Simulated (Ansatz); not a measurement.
Take Mg3Sb2 (space group P-3m1, No. 164; a = 4.5508 Å, c = 7.1806 Å) as the base.

It is then changed as follows: electron doping at 7.0×10^21 cm⁻³ (0.901 per cell), with a uniform compensating background at fixed cell and a 300 K Fermi–Dirac width.

Method: Kohn–Sham DFT with the PBEsol functional, run in Ansatz (a first-principles code) with PAW and 420 eV plane waves, no spin-orbit coupling.

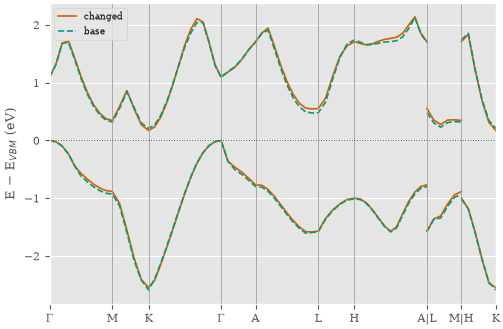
Highest valence and lowest conduction band along the path, each from its own valence-band maximum

From the figure, how large is the changed gap, and is it direct?

About 0.2 eV, indirect, Γ → K.

Carriers are added with a uniform compensating background; total energy and stress of such cells depend on the potential's zero and are not compared; many-body gap narrowing is missing at this level. With Sb present, leaving out spin-orbit coupling can change the band edges. Whether these cells are dynamically stable was not tested.
